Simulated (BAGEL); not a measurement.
# GeH2Cl2 (dichlorogermane): a chain of runs

Aim: a single-point energy (HF/def2-SVP), then the energy (NEVPT2(2,2)/def2-SVP) of GeH2Cl2 (dichlorogermane). 

Program for the calculation: BAGEL 1.2.2.

1 further run of the same task is left out (set aside as unsound or not needed).

### Step 1. The structure to begin with

GeH2Cl2: 5 atoms, total charge 0, spin state singlet. SMILES: `[Cl][GeH2][Cl]`. The Cl1–Ge2 distance was set to 3.423 Å, away from the relaxed value. At this shape a bond of the SMILES string is far longer than usual.

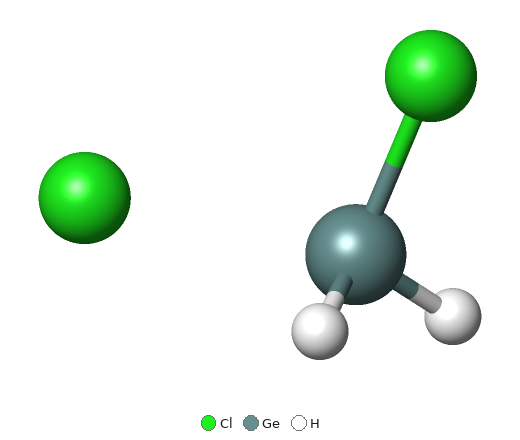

The structure, seen from a chosen angle (chlorine green, germanium teal, hydrogen white).

### Step 2. The energy at HF/def2-SVP (density fitting with svp-jkfit) (run 1)

The input, input.json:

```json
{ "bagel": [

{
  "title": "molecule",
  "basis": "svp",
  "df_basis": "svp-jkfit",
  "angstrom": "true",
  "geometry": [
    { "atom": "Cl", "xyz": [   -2.850838,   -0.300500,    1.657359 ] },
    { "atom": "Ge", "xyz": [    0.027400,    0.080300,   -0.156400 ] },
    { "atom": "Cl", "xyz": [    1.579400,   -1.030200,    0.811000 ] },
    { "atom": "H", "xyz": [   -0.198900,   -0.525000,   -1.541400 ] },
    { "atom": "H", "xyz": [    0.413600,    1.558900,   -0.131900 ] }
  ]
},
{
  "title": "hf"
},
{
  "title": "print",
  "file": "orbitals.molden",
  "orbitals": "true"
}

]}
```

On the command line:

```bash
$ BAGEL_NUM_THREADS=1 BAGEL input.json > input.out
```

Standard output:

```text
* using 1 threads per process

  ===============================================================
  ===============================================================

  *** Geometry ***

  { "atom" : "Cl", "xyz" : [     -5.387303,     -0.567863,      3.131955 ] },
  { "atom" : "Ge", "xyz" : [      0.051778,      0.151745,     -0.295553 ] },
  { "atom" : "Cl", "xyz" : [      2.984633,     -1.946796,      1.532568 ] },
  { "atom" : "H", "xyz" : [     -0.375867,     -0.992106,     -2.912824 ] },
  { "atom" : "H", "xyz" : [      0.781591,      2.945894,     -0.249255 ] },

  Number of auxiliary basis functions:      558

  Since a DF basis is specified, we compute 2- and 3-index integrals:
    o Being stored without compression. Storage requirement is 0.027 GB

  Number of basis functions:       78
  Number of electrons      :       68

    * METHOD: MOLECULE                             0.28

  *** RHF ***

  === Nuclear Repulsion ===
   284.8111990222

      * DIIS with orbital gradients will be used.

  === RHF iteration (svp) ===
      0      -2994.80143867          0.01014589           0.11
      1      -2994.88714670          0.00682054           0.10
      2      -2994.92615783          0.00109892           0.11
      3      -2994.92758116          0.00035739           0.10
      4      -2994.92774401          0.00010512           0.11
      5      -2994.92776425          0.00002944           0.10
      6      -2994.92776643          0.00001008           0.10
      7      -2994.92776662          0.00000250           0.10
      8      -2994.92776663          0.00000058           0.10
      9      -2994.92776663          0.00000026           0.10
     10      -2994.92776663          0.00000009           0.10
     11      -2994.92776663          0.00000004           0.10
     12      -2994.92776663          0.00000002           0.10
     13      -2994.92776663          0.00000001           0.10
     14      -2994.92776663          0.00000000           0.10
    * SCF iteration converged.

    * Permanent dipole moment:
           (   -2.145819,    -0.641261,     1.880600) a.u.

    * METHOD: HF                                   1.79

    * METHOD: PRINT                                0.02

  ===============================================================
```

Run time: 2.2 s. Hardware: 1 thread of Arm Neoverse V1, shared host; peak memory 0.14 GiB.

### Step 3. A single-point energy at NEVPT2(2,2)/def2-SVP (density fitting with svp-jkfit) (run 2)

The input, calc.json:

```json
{ "bagel" : [

{
  "title" : "molecule",
  "basis" : "svp",
  "df_basis" : "svp-jkfit",
  "angstrom" : "true",
  "geometry" : [
    { "atom" : "Cl", "xyz" : [      -2.850838,      -0.300500,       1.657359 ] },
    { "atom" : "Ge", "xyz" : [       0.027400,       0.080300,      -0.156400 ] },
    { "atom" : "Cl", "xyz" : [       1.579400,      -1.030200,       0.811000 ] },
    { "atom" : "H", "xyz" : [      -0.198900,      -0.525000,      -1.541400 ] },
    { "atom" : "H", "xyz" : [       0.413600,       1.558900,      -0.131900 ] }
  ]
},

{
  "title" : "hf"
},

{
  "title" : "nevpt2",
  "nstate" : 1,
  "nact" : 2,
  "nclosed" : 33,
  "active" : [34, 35],
  "maxiter" : 200,
  "natocc" : "true",
  "ncore" : 19
},

{
  "title" : "print",
  "file" : "orbitals.molden",
  "orbitals" : "true"
}

]}
```

On the command line:

```bash
$ BAGEL_NUM_THREADS=1 BAGEL calc.json > calc.out
```

Standard output:

```text
* using 1 threads per process

  ===============================================================
  ===============================================================

  *** Geometry ***

  { "atom" : "Cl", "xyz" : [     -5.387303,     -0.567863,      3.131955 ] },
  { "atom" : "Ge", "xyz" : [      0.051778,      0.151745,     -0.295553 ] },
  { "atom" : "Cl", "xyz" : [      2.984633,     -1.946796,      1.532568 ] },
  { "atom" : "H", "xyz" : [     -0.375867,     -0.992106,     -2.912824 ] },
  { "atom" : "H", "xyz" : [      0.781591,      2.945894,     -0.249255 ] },

  Number of auxiliary basis functions:      558

  Since a DF basis is specified, we compute 2- and 3-index integrals:
    o Being stored without compression. Storage requirement is 0.027 GB

  Number of basis functions:       78
  Number of electrons      :       68

    * METHOD: MOLECULE                             0.28

  *** RHF ***

  === Nuclear Repulsion ===
   284.8111990222

      * DIIS with orbital gradients will be used.

  === RHF iteration (svp) ===
      0      -2994.80143867          0.01014589           0.11
      1      -2994.88714670          0.00682054           0.10
      2      -2994.92615783          0.00109892           0.10
      3      -2994.92758116          0.00035739           0.10
      4      -2994.92774401          0.00010512           0.11
      5      -2994.92776425          0.00002944           0.10
      6      -2994.92776643          0.00001008           0.10
      7      -2994.92776662          0.00000250           0.10
      8      -2994.92776663          0.00000058           0.10
      9      -2994.92776663          0.00000026           0.10
     10      -2994.92776663          0.00000009           0.10
     11      -2994.92776663          0.00000004           0.10
     12      -2994.92776663          0.00000002           0.10
     13      -2994.92776663          0.00000001           0.10
     14      -2994.92776663          0.00000000           0.10
    * SCF iteration converged.

    * Permanent dipole moment:
           (   -2.145819,    -0.641261,     1.880600) a.u.

    * METHOD: HF                                   1.76

    * freezing 19 orbitals
  ---------------------------
      CASSCF calculation
  ---------------------------

    ==== Active orbitals : =====
         Orbital 34
         Orbital 35
    ============================

    * nstate   :      1
    * nclosed  :     33
    * nact     :      2
    * nvirt    :     43
  === CASSCF iteration (svp) ===

    * Using the second-order algorithm

      0  0     -2994.95091354     5.30e-03      0.02

      1  0     -2994.96569187     1.27e-03      0.54

      2  0     -2994.96673120     6.62e-04      0.54

      3  0     -2994.96687154     2.52e-04      0.59

      4  0     -2994.96689018     9.00e-05      0.57

      5  0     -2994.96689254     3.17e-05      0.58

      6  0     -2994.96689283     1.12e-05      0.53

      7  0     -2994.96689286     3.92e-06      0.55

      8  0     -2994.96689287     1.37e-06      0.54

      9  0     -2994.96689287     4.82e-07      0.56

     10  0     -2994.96689287     1.69e-07      0.53

     11  0     -2994.96689287     5.93e-08      0.52

     12  0     -2994.96689287     2.08e-08      0.47

     13  0     -2994.96689287     7.32e-09      0.44

    * Second-order optimization converged. *

     guess   0:   closed 1.                   open ..

  === FCI iteration ===

      0  0     -2994.91386796     7.00e-02      0.00
      1  0     -2994.95521471     2.41e-02      0.00
      2  0 *   -2994.96689287     4.92e-16      0.00

     * ci vector, state   0, <S^2> = 0.0000
       2.     0.9275708323
       .2    -0.3736473619

  === DF-NEVPT2 calculation ===

    * 3-index integral transformation done
    * assembly done

      NEVPT2 correlation energy:   -0.4685860102      0.12

          (+0)     -0.3889311077
          (+0)'    -0.0164468735
          (+1)     -0.0190765854
          (+1)'    -0.0000000000
          (+2)     -0.0006381130
          (-1)     -0.0415836276
          (-1)'     0.0000000000
          (-2)     -0.0019097031

      NEVPT2 total energy:       -2995.4354788800

    * METHOD: NEVPT2                               7.46

    * METHOD: PRINT                                0.02

  ===============================================================
```

Run time: 9.9 s. Hardware: 1 thread of Arm Neoverse V1, shared host; peak memory 0.14 GiB.

### Step 4. Results

| quantity | value |
| --- | --- |
| run 1, HF/def2-SVP: total energy | -2994.92777 Eh |
| run 1, HF/def2-SVP: dipole moment | 7.43 D |
| run 1, HF/def2-SVP: HOMO energy | -9.62 eV |
| run 1, HF/def2-SVP: LUMO energy | -1.67 eV |
| run 1, HF/def2-SVP: HOMO–LUMO gap | 7.95 eV |
| run 2, NEVPT2(2,2)/def2-SVP: total energy | -2995.43548 Eh |

In words: One bond (run 1, HF/def2-SVP) is far stretched, which a spin-restricted single reference describes badly; a broken-symmetry solution may lie lower.
